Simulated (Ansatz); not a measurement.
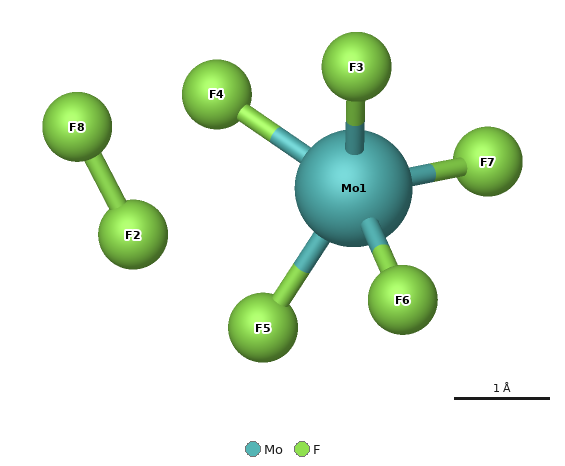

The starting structure (ball-and-stick view, seen at a tilt; atoms are numbered from 1 in the order of the input). Sticks mark near contacts.

# MoF$_{7}$: geometry relaxation

- system: MoF$_{7}$, multiplicity 2
- method: UKS PBE/def2-SVP (Ansatz 0.2.0)

It belongs to a series of runs on one base structure; here: end point B relaxed. Figures and captions count atoms from 1; the log counts them from 0 in places.

Input:
```yaml
crystal:
  periodic: [false, false, false]
  atoms:
    - { symbol: Mo, position_ang: [-0.017407, -0.017333, -0.41559] }
    - { symbol: F, position_ang: [-0.327811, -0.322652, 2.519267] }
    - { symbol: F, position_ang: [1.68189, -0.083317, 0.341443] }
    - { symbol: F, position_ang: [-0.084006, 1.684694, 0.33587] }
    - { symbol: F, position_ang: [-1.832058, -0.073426, -0.002371] }
    - { symbol: F, position_ang: [-0.072731, -1.832807, -0.004817] }
    - { symbol: F, position_ang: [0.15929, 0.158025, -2.200076] }
    - { symbol: F, position_ang: [0.492832, 0.486815, 3.136275] }
magnetization:
  spin_polarized: true
  initial_magnetization: 1
basis:
  gaussian: { orbitals: def2-SVP }
hamiltonian:
  xc: pbe
relax:
  f_tol: 0.03
  max_steps: 50
output:
  orbitals: {}
```

Machine: 4 threads of Arm Neoverse V2, 24 GiB of memory available, shared host.

Launched with:
```bash
ansatz run input.yaml --threads 4 --pin off --max-ram 5120MiB --backend cpu --events-out ev --progress --plain --runs-dir out
```

What the program printed:
```
The last accepted step is kept in [file] (removed where the run ends without a failure and the disk answers)
Engine: ansatz 0.2.0, aarch64-unknown-linux-gnu
Functional definition: PBE
  parameter kappa = 0.804
  parameter beta = 0.06672455060314922
  exchange = pbe_x(kappa = kappa, mu = beta*pi^2/3)
  correlation = pbe_c(beta = beta)
1339 factors; their error is unknown
mean field evaluation 1: about -20833.5485 eV, gradient 5.3e1 eV
mean field evaluation 2: about -20642.6692 eV, gradient 2.2e2 eV
mean field evaluation 4: about -20651.8898 eV, gradient 1.3e2 eV
mean field evaluation 8: about -20842.8764 eV, gradient 3.8e-4 eV
mean field evaluation 16: about -20842.4335 eV, gradient 5.8e0 eV
mean field evaluation 32: about -20842.2322 eV, gradient 3.0e-1 eV
mean field -20842.87636532 eV, -765.9615786164 hartree, gradient 1.5e-5 eV, S^2 0.752420; 6 other end points of the search recorded, 0 dependent functions left out
the calculation of the forces begins
reference -20842.87644029 eV, -765.9615813717 hartree; 39, 38 occupied and 90, 91 virtual orbitals, 1339 factors
relax step   1: F+E_penalty+E_count = -20842.87636532 eV  Δ(F+E_penalty+E_count) = +0.000e0 eV  max|allowed force component| = 3.059e0 eV/Å  Δτ_max = 0.0000 Å  (145 SCF iters, accepted)
these checks for a lower state are left out or cut short: starts, cluster_reference, orbital_swaps, neighbouring_geometries, increment
1339 factors; their error is unknown
mean field -20843.08126038 eV, -765.9691083709 hartree, gradient 1.4e-5 eV, S^2 0.752414; 0 other end points of the search recorded, 0 dependent functions left out
[... from here on the field's lines of each further geometry are left out, up to the last ...]
relax step   2: F+E_penalty+E_count = -20843.08126038 eV  Δ(F+E_penalty+E_count) = -2.049e-1 eV  max|allowed force component| = 9.885e-1 eV/Å  Δτ_max = 0.1287 Å  (50 SCF iters, accepted)
relax step   3: F+E_penalty+E_count = -20843.13660700 eV  Δ(F+E_penalty+E_count) = -5.535e-2 eV  max|allowed force component| = 6.505e-1 eV/Å  Δτ_max = 0.0834 Å  (62 SCF iters, accepted)
relax step   4: F+E_penalty+E_count = -20843.38964027 eV  Δ(F+E_penalty+E_count) = -2.530e-1 eV  max|allowed force component| = 1.475e0 eV/Å  Δτ_max = 0.1949 Å  (70 SCF iters, accepted)
relax step   5: F+E_penalty+E_count = -20844.19906831 eV  Δ(F+E_penalty+E_count) = -8.094e-1 eV  max|allowed force component| = 5.159e0 eV/Å  Δτ_max = 0.1992 Å  (75 SCF iters, accepted)
relax step   6: F+E_penalty+E_count = -20845.29954316 eV  Δ(F+E_penalty+E_count) = -1.100e0 eV  max|allowed force component| = 2.204e0 eV/Å  Δτ_max = 0.1942 Å  (57 SCF iters, accepted)
relax step   7: F+E_penalty+E_count = -20845.37616620 eV  Δ(F+E_penalty+E_count) = -7.662e-2 eV  max|allowed force component| = 1.224e0 eV/Å  Δτ_max = 0.1950 Å  (50 SCF iters, accepted)
relax step   8: F+E_penalty+E_count = -20845.58272213 eV  Δ(F+E_penalty+E_count) = -2.066e-1 eV  max|allowed force component| = 3.454e-1 eV/Å  Δτ_max = 0.1954 Å  (53 SCF iters, accepted)
relax step   9: F+E_penalty+E_count = -20845.58734417 eV  Δ(F+E_penalty+E_count) = -4.622e-3 eV  max|allowed force component| = 5.900e-1 eV/Å  Δτ_max = 0.1649 Å  (54 SCF iters, accepted)
relax step  10: F+E_penalty+E_count = -20845.59346803 eV  Δ(F+E_penalty+E_count) = -6.124e-3 eV  max|allowed force component| = 1.957e-1 eV/Å  Δτ_max = 0.1998 Å  (72 SCF iters, accepted)
relax step  11: F+E_penalty+E_count = -20845.60251472 eV  Δ(F+E_penalty+E_count) = -9.047e-3 eV  max|allowed force component| = 6.977e-2 eV/Å  Δτ_max = 0.1022 Å  (62 SCF iters, accepted)
relax step  12: F+E_penalty+E_count = -20845.60336083 eV  Δ(F+E_penalty+E_count) = -8.461e-4 eV  max|allowed force component| = 4.618e-2 eV/Å  Δτ_max = 0.0410 Å  (48 SCF iters, accepted)
the calculation of the forces begins
reference -20845.60398014 eV, -766.0618166122 hartree; 39, 38 occupied and 90, 91 virtual orbitals, 1339 factors
relax step  13: F+E_penalty+E_count = -20845.60390373 eV  Δ(F+E_penalty+E_count) = -5.429e-4 eV  max|allowed force component| = 4.048e-3 eV/Å  Δτ_max = 0.0178 Å  (53 SCF iters, accepted)
1339 factors; their error is unknown
mean field evaluation 192: about -20845.6631 eV, gradient 2.0e0 eV
mean field evaluation 224: about -20845.3512 eV, gradient 5.2e0 eV
```

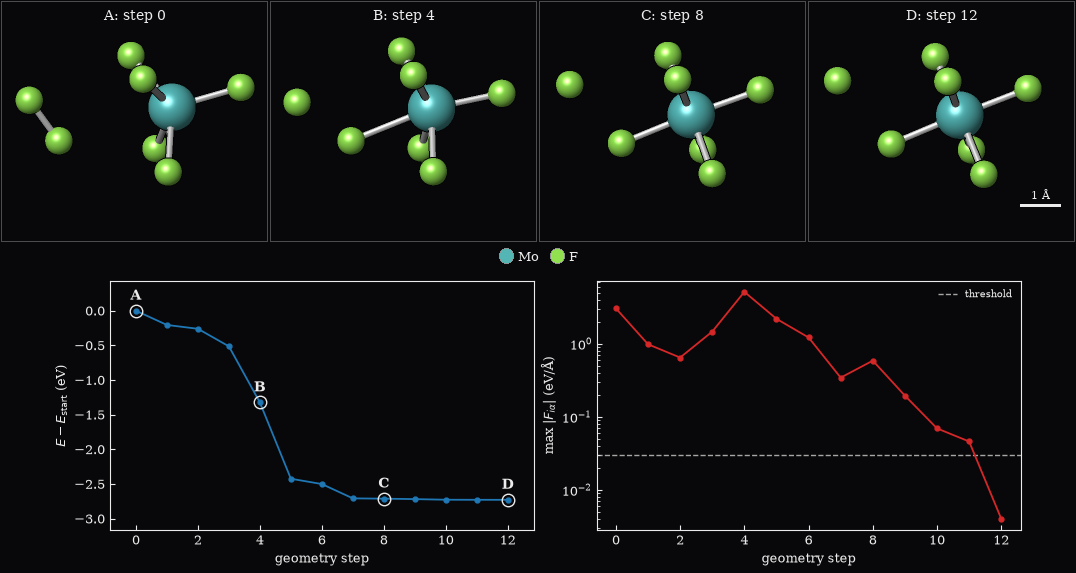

Frames of the relaxation (ball-and-stick view, seen at a tilt) above the curves, on which the letters mark them (the first geometry is step 0 here and step 1 in the log).

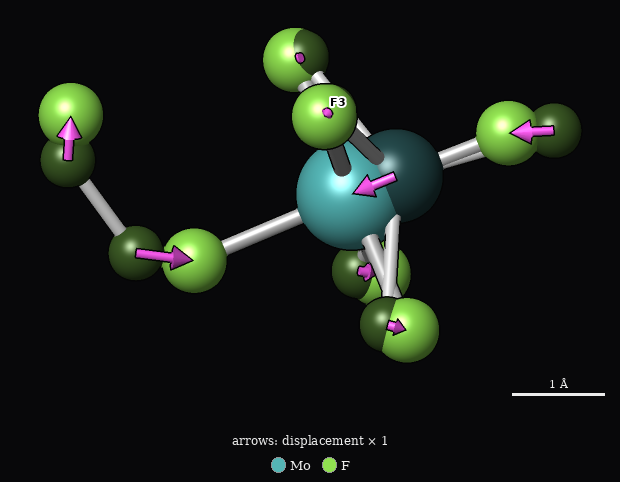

Start (faint) and end (solid) with the displacements as pink arrows, at true length (ball-and-stick view, seen at a tilt). The two geometries are laid on each other by the best rigid fit. The largest move after the best rigid fit is that of F2, 0.65 Å. By element the largest moves are F 0.65 Å, Mo 0.52 Å. Among the contacts that change: Mo1–F2 2.967 → 1.867 Å, F2–F8 1.307 → 2.164 Å, Mo1–F7 1.802 → 1.839 Å, Mo1–F3 1.861 → 1.836 Å. New bonds form: Mo1–F2 (2.97 → 1.87 Å). Bonds break: F2–F8 (1.31 → 2.16 Å). Among the angles that change: F3–Mo1–F5 143.0° → 179.2°, F5–Mo1–F7 108.6° → 90.0°, F3–Mo1–F7 108.5° → 90.5°. The energy falls by 2.728 eV in 12 geometry steps. Largest force component: 3.1 eV/Å at the start, 0.004 eV/Å at the end. (Atoms are counted from 1 in the order of the input.)

```
mean field -20845.60390373 eV, -766.0618138042 hartree, gradient 8.2e-6 eV, S^2 0.751090; 7 other end points of the search recorded, 0 dependent functions left out
the calculation of the forces begins
reference -20845.60398014 eV, -766.0618166122 hartree; 39, 38 occupied and 90, 91 virtual orbitals, 1339 factors
Total energy: -20845.60398014 eV, -766.0618166122 hartree
Atom 0 at    -0.108085    -0.105211     0.087900 Å, force     0.001777     0.000464    -0.000461 eV/Å
Atom 1 at    -0.477603    -0.455232     1.883935 Å, force    -0.001056    -0.002225     0.004048 eV/Å
Atom 2 at     1.696507    -0.161444     0.424037 Å, force     0.001134    -0.002494     0.000558 eV/Å
Atom 3 at    -0.135913     1.702212     0.412911 Å, force    -0.002033     0.000915     0.000707 eV/Å
Atom 4 at    -1.921160    -0.071156    -0.238077 Å, force     0.000782     0.000100    -0.000445 eV/Å
Atom 5 at    -0.101874    -1.920961    -0.224376 Å, force    -0.000727     0.000715    -0.001029 eV/Å
Atom 6 at     0.218349     0.204202    -1.694851 Å, force    -0.000148     0.000502    -0.002854 eV/Å
Atom 7 at     0.829778     0.807588     3.058523 Å, force     0.000272     0.002022    -0.000524 eV/Å
Dipole moment:    -0.025313    -0.024837    -0.156534 e Å
```

Trajectory as extended XYZ (Å, eV, eV/Å), 13 frames, from step=1 to step=13:
```
8
Properties=species:S:1:pos:R:3:forces:R:3 step=1 energy=-20842.87637
Mo   -0.0174   -0.0173   -0.4156   -0.0367  -0.0368   0.1164
F    -0.3278   -0.3227    2.5193   -3.0583  -3.0162  -2.3646
F     1.6819   -0.0833    0.3414   -0.0110  -0.0028  -0.0162
F    -0.0840    1.6847    0.3359   -0.0032  -0.0108  -0.0162
F    -1.8321   -0.0734   -0.0024    0.0240   0.0226  -0.0062
F    -0.0727   -1.8328   -0.0048    0.0224   0.0236  -0.0067
F     0.1593    0.1580   -2.2001    0.0038   0.0036  -0.0050
F     0.4928    0.4868    3.1363    3.0589   3.0169   2.2985
8
Properties=species:S:1:pos:R:3:forces:R:3 step=2 energy=-20843.08126
Mo   -0.0187   -0.0186   -0.3868    0.0284   0.0276   0.1216
F    -0.3345   -0.3280    2.3908   -0.9885  -0.9712  -0.8153
F     1.6836   -0.0826    0.3625    0.0307   0.0063  -0.0365
F    -0.0837    1.6864    0.3569    0.0062   0.0306  -0.0364
F    -1.8328   -0.0688    0.0263   -0.0348  -0.0034  -0.0154
F    -0.0679   -1.8336    0.0238   -0.0032  -0.0341  -0.0160
F     0.1554    0.1540   -2.1720   -0.0028  -0.0030  -0.0038
F     0.4987    0.4912    3.1084    0.9641   0.9472   0.8019
8
Properties=species:S:1:pos:R:3:forces:R:3 step=3 energy=-20843.13661
Mo   -0.0122   -0.0121   -0.3769   -0.0402  -0.0436   0.5142
F    -0.3433   -0.3253    2.3172   -0.6427  -0.6141  -0.6505
F     1.7073   -0.0646    0.3348   -0.1019   0.0091  -0.1411
F    -0.0688    1.7104    0.3280    0.0097  -0.1007  -0.1433
F    -1.8253   -0.0604    0.0500    0.1322   0.0264  -0.0979
F    -0.0569   -1.8258    0.0486    0.0268   0.1354  -0.0992
F     0.1276    0.1252   -2.1691    0.0044   0.0047   0.0708
F     0.4718    0.4527    3.1774    0.6119   0.5828   0.5469
8
Properties=species:S:1:pos:R:3:forces:R:3 step=4 energy=-20843.38964
Mo   -0.0039   -0.0036   -0.2854   -0.0827  -0.0513   1.4750
F    -0.4023   -0.3585    2.1344   -0.5552  -0.4970  -1.2454
F     1.7439   -0.0339    0.2988    0.0682  -0.0591  -0.1444
F    -0.0449    1.7485    0.2873   -0.0532   0.0669  -0.1599
F    -1.8054   -0.0376    0.0978   -0.1792  -0.0068  -0.3184
F    -0.0287   -1.8046    0.0995    0.0012  -0.1708  -0.2951
F     0.0880    0.0825   -2.0826    0.0363   0.0376  -0.0580
F     0.4533    0.4071    3.1602    0.7647   0.6805   0.7463
8
Properties=species:S:1:pos:R:3:forces:R:3 step=5 energy=-20844.19907
Mo   -0.0098   -0.0074   -0.1747   -0.6010  -0.5181   5.1589
F    -0.4145   -0.3737    1.9362    0.1194   0.1122  -2.2036
F     1.7767   -0.0386    0.2970   -0.5020   0.0878  -0.4553
F    -0.0491    1.7846    0.2797    0.0928  -0.5283  -0.4658
F    -1.8374   -0.0374    0.0851    0.0065   0.2736  -1.2367
F    -0.0293   -1.8333    0.0920    0.2760   0.0324  -1.1655
F     0.0781    0.0723   -1.9802   -0.1085  -0.1036  -0.4115
F     0.4853    0.4335    3.1750    0.7167   0.6441   0.7796
8
Properties=species:S:1:pos:R:3:forces:R:3 step=6 energy=-20845.29954
Mo   -0.0355   -0.0305   -0.0501   -0.5311  -0.3760   2.2040
F    -0.4127   -0.3525    1.7825    0.4218   0.3448  -0.2035
F     1.7878   -0.0223    0.2816   -0.5354   0.0654  -0.2549
F    -0.0382    1.7990    0.2570    0.0800  -0.5612  -0.2814
F    -1.8895   -0.0094   -0.0289    0.2558   0.1119  -0.8025
F     0.0016   -1.8817   -0.0105    0.1185   0.2428  -0.7095
F     0.0321    0.0246   -1.8738    0.0264   0.0340  -0.0727
F     0.5543    0.4729    3.3522    0.1642   0.1383   0.1205
8
Properties=species:S:1:pos:R:3:forces:R:3 step=7 energy=-20845.37617
Mo   -0.0848   -0.0729    0.0496   -1.1747  -1.1365  -1.2242
F    -0.3200   -0.2732    1.8520   -0.8378  -0.7357   0.4878
F     1.7131   -0.0455    0.3468    0.4913  -0.0498  -0.2149
F    -0.0640    1.7308    0.3096   -0.0590   0.4943  -0.2047
F    -1.9526   -0.0100   -0.2134    1.0636  -0.1504   0.4299
F    -0.0005   -1.9403   -0.1731   -0.1695   0.9809   0.3535
F     0.0517    0.0448   -1.7756    0.3067   0.2701  -0.0980
F     0.6571    0.5663    3.3141    0.3793   0.3270   0.4705
8
Properties=species:S:1:pos:R:3:forces:R:3 step=8 energy=-20845.58272
Mo   -0.1045   -0.0821    0.0588    0.3454   0.2269   0.0719
F    -0.4781   -0.3726    1.8517   -0.1127  -0.1007   0.2721
F     1.7097   -0.0704    0.3934   -0.2004  -0.0416  -0.0852
F    -0.1096    1.7428    0.3313   -0.0441  -0.1842  -0.0824
F    -1.9198   -0.0590   -0.2236   -0.1471   0.0034  -0.0529
F    -0.0448   -1.9090   -0.1536   -0.0072  -0.0474  -0.0296
F     0.1475    0.1180   -1.7458    0.0899   0.0794  -0.1307
F     0.7996    0.6322    3.1978    0.0761   0.0642   0.0368
8
Properties=species:S:1:pos:R:3:forces:R:3 step=9 energy=-20845.58734
Mo   -0.1158   -0.0880    0.0744    0.2882   0.2118   0.5900
F    -0.5293   -0.4014    1.8960    0.1056   0.0721  -0.5392
F     1.6877   -0.0907    0.4444   -0.1613  -0.0466  -0.0642
F    -0.1430    1.7296    0.3656   -0.0463  -0.1232  -0.0353
F    -1.9221   -0.0762   -0.2469   -0.1716  -0.0001  -0.0837
F    -0.0599   -1.9084   -0.1575   -0.0102  -0.1273  -0.0641
F     0.2098    0.1666   -1.7206   -0.0374  -0.0293   0.1629
F     0.8726    0.6685    3.0545    0.0330   0.0427   0.0335
8
Properties=species:S:1:pos:R:3:forces:R:3 step=10 energy=-20845.59347
Mo   -0.1149   -0.1109    0.0751   -0.1957  -0.0558   0.0364
F    -0.5016   -0.4633    1.8588    0.0649   0.0474   0.0997
F     1.6856   -0.1569    0.4230    0.0966  -0.0096   0.0074
F    -0.1335    1.6984    0.4075   -0.0100  -0.0434  -0.0248
F    -1.9287   -0.0711   -0.2620    0.0666  -0.0006   0.0130
F    -0.0934   -1.9288   -0.2420   -0.0063   0.0786   0.0190
F     0.2051    0.1930   -1.7075    0.0451   0.0403  -0.0808
F     0.8814    0.8396    3.1573   -0.0612  -0.0569  -0.0699
8
Properties=species:S:1:pos:R:3:forces:R:3 step=11 energy=-20845.60251
Mo   -0.1106   -0.1015    0.0799    0.0403   0.0503   0.0698
F    -0.4894   -0.4367    1.8791    0.0288   0.0189  -0.0566
F     1.6945   -0.1386    0.4175   -0.0051  -0.0110   0.0022
F    -0.1308    1.7094    0.3902   -0.0149  -0.0079   0.0041
F    -1.9237   -0.0686   -0.2403   -0.0201  -0.0123  -0.0211
F    -0.0838   -1.9200   -0.2055   -0.0188  -0.0272  -0.0241
F     0.2053    0.1882   -1.7095   -0.0071  -0.0126   0.0419
F     0.8384    0.7678    3.0986   -0.0031   0.0018  -0.0162
8
Properties=species:S:1:pos:R:3:forces:R:3 step=12 energy=-20845.60336
Mo   -0.1091   -0.1042    0.0861    0.0242   0.0462  -0.0018
F    -0.4877   -0.4528    1.8806    0.0134   0.0087   0.0068
F     1.6954   -0.1492    0.4233    0.0115  -0.0109   0.0024
F    -0.1283    1.7047    0.4062   -0.0134  -0.0072   0.0026
F    -1.9220   -0.0654   -0.2366   -0.0127  -0.0136  -0.0143
F    -0.0887   -1.9210   -0.2149   -0.0178  -0.0149  -0.0179
F     0.2094    0.1965   -1.7006   -0.0030  -0.0094   0.0255
F     0.8311    0.7914    3.0659   -0.0021   0.0012  -0.0034
8
Properties=species:S:1:pos:R:3:forces:R:3 step=13 energy=-20845.60390
Mo   -0.1081   -0.1052    0.0879    0.0018   0.0005  -0.0005
F    -0.4776   -0.4552    1.8839   -0.0011  -0.0022   0.0040
F     1.6965   -0.1614    0.4240    0.0011  -0.0025   0.0006
F    -0.1359    1.7022    0.4129   -0.0020   0.0009   0.0007
F    -1.9212   -0.0712   -0.2381    0.0008   0.0001  -0.0004
F    -0.1019   -1.9210   -0.2244   -0.0007   0.0007  -0.0010
F     0.2183    0.2042   -1.6949   -0.0001   0.0005  -0.0029
F     0.8298    0.8076    3.0585    0.0003   0.0020  -0.0005
```

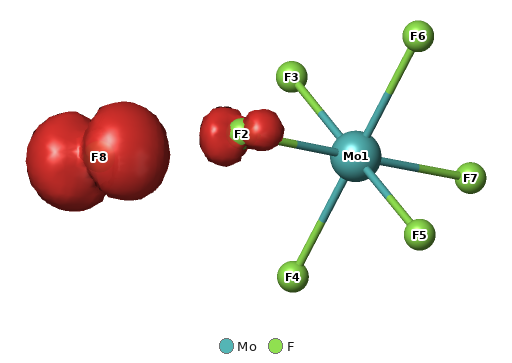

Isosurface of the spin density (α minus β) at +0.08 e/Å³ (red), seen from the side. The unpaired spin (1 electron) lies mostly on F8 (about 0.9) and F2 (about 0.1), in electrons by Hirshfeld's partition.

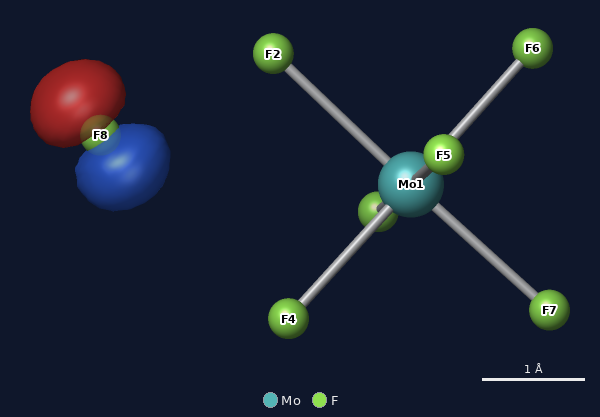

One frontier orbital at ±0.5 Å⁻³ᐟ² (blue and red are the two phases), seen at a tilt. The HOMO−1 (α), at −9.67 eV.

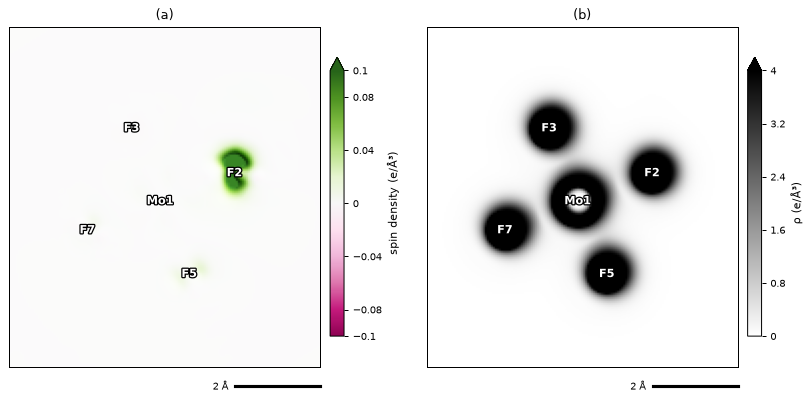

(a) spin density (α minus β); (b) total electron density on the plane of atoms F2, Mo1 and F3. Atoms in the plane: Mo and F. Mo–F (1.84 Å): ρ at the midpoint is about 1.2 e/Å³. The unpaired spin (1 electron) lies mostly on F8 (about 0.9) and F2 (about 0.1), in electrons by Hirshfeld's partition.

Results in brief:

| quantity | value |
| --- | --- |
| outcome | converged |
| total energy | −20845.6040 eV |
| mean-field energy | −20845.6040 eV |
| ⟨S²⟩ | 0.751 |
| largest force (length of the vector) at the end | 0.005 eV/Å |
| wall time | 47 s (CPU time 3 min) |
| peak memory | 0.34 GiB |
